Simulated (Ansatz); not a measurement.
| atom | x (Å) | y (Å) | z (Å) |
| --- | --- | --- | --- |
| O | 0.9831 | -0.5651 | 0.4799 |
| B | 0.0203 | -0.0116 | 0.0099 |
| F | -1.0034 | 0.5768 | -0.4898 |

Geometry: PBE0-D4/def2-TZVP.

Theory: isolated molecule in a Gaussian basis; Hartree-Fock in Ansatz.

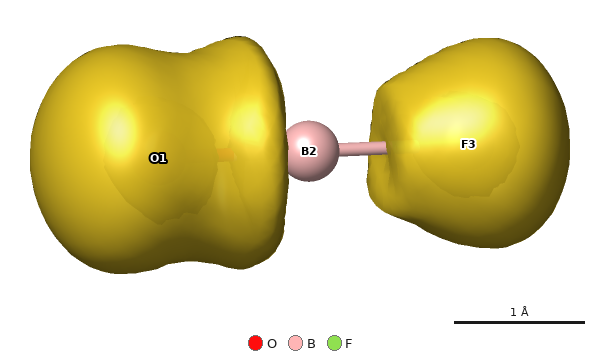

BFO (SMILES O=BF). Isosurface of the ELF at 0.75 (yellow), seen from one side. Core shells and regions of very low density are left out.

Describe the localisation domains.

Answer. At this value the surface marks out one region on F in which the atom's valence shell and bonds are merged and one region on O in which the atom's valence shell and bonds are merged. Profiles from the grid: B–O (1.21 Å): the ELF peaks at about 0.85 between the atoms; a shared but strongly polarised pair. B–F (1.28 Å): the ELF peaks at about 0.85 between the atoms (a shared but strongly polarised pair).
